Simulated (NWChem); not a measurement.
# BH2F (SMILES BF) at B86bPBE/aug-cc-pVTZ (density fitting with weigend coulomb fitting)

What is the vertical ionisation energy of BH2F at B86bPBE/aug-cc-pVTZ (density fitting with weigend coulomb fitting)? 

Program for the calculation: NWChem 7.3.0.

1 further run of the same task is left out (set aside as unsound or not needed).

## (1) Starting point

The species is BH2F (4 atoms), meant as a singlet with charge 0. As SMILES, `BF`. The shape is that of a PBE0-D4/def2-TZVP optimisation.

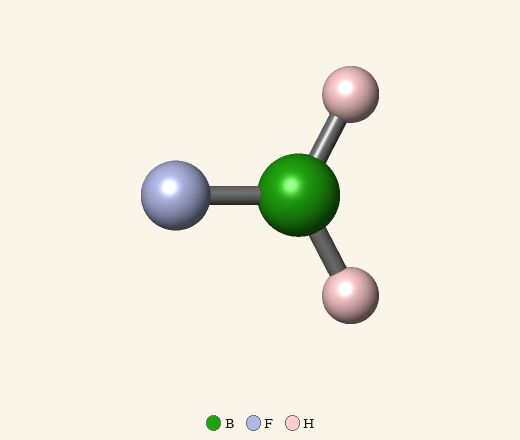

Viewed from a chosen angle; boron green, fluorine light blue, hydrogen pink.

## (2) Energy and forces at B86bPBE/aug-cc-pVTZ (density fitting with weigend coulomb fitting)

The input, bfh2.nw:

```
start bfh2
title "BFH2"
memory 2200 mb

geometry noautosym nocenter noautoz
B    -0.027300   -0.004000   -0.030800
F     1.061200   -0.296700    0.649900
H    -1.012500   -0.649100    0.186200
H     0.034200    0.889600   -0.825600
end

basis spherical bse
* library aug-cc-pVTZ
end

basis "cd basis" spherical
* library "weigend coulomb fitting"
end

dft
xc becke86b cpbe96
grid medium
mulliken
end

task dft gradient
```

Command:

```bash
$ nwchem bfh2.nw > bfh2.out
```

The program printed, cut to the lines that bear on the results:

```text
[...]
          Wavefunction type:  closed shell.
          No. of atoms     :     4
          No. of electrons :    16
[...]
          Charge           :     0
          Spin multiplicity:     1
[...]
          AO basis - number of functions:   138
[...]
              XC Information
              --------------
                    Becke 1986 Exchange Functional  1.000
            Perdew 1991 LDA Correlation Functional  1.000 local
           PerdewBurkeErnz. Correlation Functional  1.000 non-local
[...]
 d= 0,ls=0.0,diis     1   -125.8804227274 -1.53D+02  5.45D-03  5.18D-01     2.4
[...]
 d= 0,ls=0.0,diis     7   -125.9343060861 -1.47D-07  1.04D-06  2.63D-08     5.9
         Total DFT energy =     -125.934306086101
      One electron energy =     -227.202054303460
           Coulomb energy =       89.308779236972
    Exchange-Corr. energy =      -15.216791456200
 Nuclear repulsion energy =       27.175760436587
[...]
      Total Density - Mulliken Population Analysis
     ---------------------------------------------
    Atom       Charge   Shell Charges
 -----------   ------   -------------------------------------------------------
    1 B    5     4.69   2.00  0.17  0.68  0.34  0.00  0.64  0.71  0.08 -0.01  0.07  0.00 -0.01  0.02 -0.03
    2 F    9     9.34   1.94  0.28  1.04  0.64  0.00  1.59  2.35  1.41  0.06  0.00  0.01  0.01  0.00  0.00
    3 H    1     0.99   0.27  0.47  0.23  0.01  0.00  0.01 -0.00  0.00 -0.00
    4 H    1     0.99   0.27  0.47  0.23  0.01  0.00  0.01 -0.00  0.00 -0.00
[...]
  wavefunction    = closed shell
                         DFT ENERGY GRADIENTS
    atom               coordinates                        gradient
                 x          y          z           x          y          z
   1 B      -0.051590  -0.007559  -0.058204    0.007853  -0.002142   0.004943
   2 F       2.005377  -0.560682   1.228133   -0.009579   0.002584  -0.005999
   3 H      -1.913348  -1.226621   0.351867    0.001782   0.001128  -0.000359
   4 H       0.064629   1.681100  -1.560158   -0.000055  -0.001571   0.001415
[...]
```

Run time: 10 s. Hardware: 1 thread of AMD EPYC 7R43 (Zen 3), shared host; peak memory 0.12 GiB.

## (3) The doublet cation

The input, nw.xyz:

```xyz
4
BFH2 B86bPBE
B     -0.027300    -0.004000    -0.030800
F      1.061200    -0.296700     0.649900
H     -1.012500    -0.649100     0.186200
H      0.034200     0.889600    -0.825600
```

The input, nw.nw:

```
start nw
title "BFH2 B86bPBE"
memory total 2200 mb
charge 1
geometry noautosym nocenter noautoz
 load format xyz nw.xyz
end
basis spherical bse
 B library aug-cc-pVTZ
 F library aug-cc-pVTZ
 H library aug-cc-pVTZ
end
basis "cd basis" spherical
 B library "weigend coulomb fitting"
 F library "weigend coulomb fitting"
 H library "weigend coulomb fitting"
end
dft
 xc becke86b cpbe96
 mult 2
 grid medium
 iterations 150
 mulliken
 print low
end
task dft gradient
```

Command:

```bash
$ nwchem nw.nw > nw.out
```

The program printed, cut to the lines that bear on the results:

```text
[...]
 d= 0,ls=0.0,diis     1   -125.1184776955 -1.52D+02  7.78D-03  1.10D+00     3.0
[...]
 d= 0,ls=0.0,diis     8   -125.4888681865 -8.09D-08  1.37D-06  2.48D-07    10.6
[...]
         Total DFT energy =     -125.488868186460
      One electron energy =     -221.617011957557
           Coulomb energy =       83.795986455218
    Exchange-Corr. energy =      -14.843603120707
 Nuclear repulsion energy =       27.175760436587
[...]
      Total Density - Mulliken Population Analysis
     ---------------------------------------------
    Atom       Charge   Shell Charges
 -----------   ------   -------------------------------------------------------
    1 B    5     4.37   2.00  0.19  0.72  0.29 -0.01  0.60  0.55  0.03 -0.00  0.05 -0.03 -0.00  0.02 -0.03
    2 F    9     9.10   1.94  0.29  1.06  0.63 -0.02  1.56  2.30  1.27  0.03  0.00  0.01  0.02  0.00  0.00
    3 H    1     0.77   0.23  0.43  0.09  0.00  0.00  0.02 -0.01  0.00 -0.00
    4 H    1     0.77   0.23  0.43  0.09  0.00  0.00  0.02 -0.01  0.00 -0.00
[...]
      <S2> =      0.7535 (Exact =     0.7500)
[...]
                         DFT ENERGY GRADIENTS
    atom               coordinates                        gradient
                 x          y          z           x          y          z
   1 B      -0.051590  -0.007559  -0.058204   -0.076015   0.020439  -0.047535
   2 F       2.005377  -0.560682   1.228133    0.035938  -0.009665   0.022474
   3 H      -1.913348  -1.226621   0.351867    0.030663   0.010227   0.002264
   4 H       0.064629   1.681100  -1.560158    0.009415  -0.021001   0.022796
 Task  times  cpu:       14.0s     wall:       14.0s
 Total times  cpu:       14.1s     wall:       14.1s
```

Wall time 15 s (1 thread of AMD EPYC 7R43 (Zen 3), shared host); peak memory 0.12 GiB.

## (4) Summary of results

Level: B86bPBE/aug-cc-pVTZ (density fitting with weigend coulomb fitting).

| quantity | value |
| --- | --- |
| singlet BH2F: total energy | -125.93431 Eh |
| singlet BH2F: dipole moment | 0.62 D |
| singlet BH2F: HOMO energy | -7.82 eV |
| singlet BH2F: LUMO energy | -2.29 eV |
| singlet BH2F: HOMO–LUMO gap | 5.53 eV |
| singlet BH2F: largest force on an atom | 0.596 eV/Å |
| doublet cation: total energy | -125.48887 Eh |
| doublet cation: ⟨S²⟩ | 0.753 |
| doublet cation: largest force on an atom | 4.728 eV/Å |
| vertical ionisation energy (to the doublet cation) | 12.121 eV |

What this shows: Removing an electron at fixed nuclei costs 12.12 eV (280 kcal/mol). The largest force (singlet BH2F) is 0.60 eV/Å: the shape isn't a stationary point for this species at this level. −ε(HOMO) before ionisation, 7.82 eV, is 4.30 eV below this ionisation energy.
